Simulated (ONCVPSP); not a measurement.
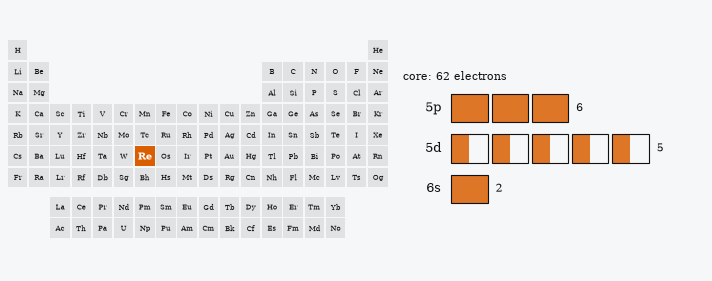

Fig. 1: Left, the place of rhenium in the periodic table; right, the valence shells of the reference configuration: a box for each of the 2l + 1 orbitals, shaded by the share of the shell that is filled, with the electron count at the right. The shells are those of the unaltered input.

# Pseudopotential generation, with input and output: Re

System: rhenium (Re, Z = 75), core [Kr] 4d10 4f14 5s2, reference valence 5p6 5d5 6s2, valence charge 13. (This line and the method describe the unaltered input from which the odd one was made.)
Method: ONCV potential, PBEsol, scalar-relativistic, made with ONCVPSP 4.0.1.

**Input**
```
# ATOM AND REFERENCE CONFIGURATION
# atsym  z   nc   nv     iexc    psfile
  Re 75.00   11    3  -116133      upf
#
#   n    l    f
    1    0    2.00
    2    0    2.00
    2    1    6.00
    3    0    2.00
    3    1    6.00
    3    2   10.00
    4    0    2.00
    4    1    6.00
    4    2   10.00
    4    3   14.00
    5    0    2.00
    5    1    6.00
    5    2    5.00
    6    0    2.00
#
# PSEUDOPOTENTIAL AND OPTIMIZATION
# lmax
    2
#
#   l,   rc,      ep,       ncon, nbas, qcut
    0    2.55    0.00    5    8    2.40
    1    2.05    0.00    6    8    6.50
    2    1.70    0.00    5    8    6.50
#
# LOCAL POTENTIAL
# lloc, lpopt,  rc(5),   dvloc0
    4    4    1.70    0.00
#
# VANDERBILT-KLEINMAN-BYLANDER PROJECTORs
# l, nproj, debl
    0    1    3.20
    1    1    2.10
    2    3    3.40
#
# MODEL CORE CHARGE
# icmod, fcfact, rcfact
    3    4.25    1.25
#
# LOG DERIVATIVE ANALYSIS
# epsh1, epsh2, depsh
   -3.00    5.00    0.02
#
# OUTPUT GRID
# rlmax, drl
    6.00    0.01
#
# TEST CONFIGURATIONS
# ncnf
    4
# nvcnf
#   n    l    f
    3
    5    1    6.00
    5    2    5.00
    6    0    1.00
#
    3
    5    1    6.00
    5    2    5.00
    6    0    0.00
#
    3
    5    1    6.00
    5    2    4.00
    6    0    0.00
#
    3
    5    1    5.00
    5    2    5.00
    6    0    2.00
#
```

Launched with:
```bash
oncvpsp.x < Re.dat > Re.out
```

**Log (extracts)**
```
ONCVPSP  (Optimized Norm-Conservinng Vanderbilt PSeudopotential)
scalar-relativistic version 4.0.1

ONCVPSP  (Optimized Norm-Conservinng Vanderbilt PSeudopotential)
scalar-relativistic version 4.0.1 03/01/2019

While it is not required under the terms of the GNU GPL, it is
suggested that you cite D. R. Hamann, Phys. Rev. B 88, 085117 (2013)
in any publication utilizing these pseudopotentials.

test_data: must have 3 <= ncon <= 5, l=   1
ERROR: test_data found   1 ERROR; stopping
```

**Outcome**

- outcome: refused by the program
- hardware: 1 CPU thread, shared host

**Diagnosis**

This input holds a deliberate fault: ncon of l = 1 set to 6. The generator stopped with the message “test_data: must have 3 <= ncon <= 5, l= 1”.
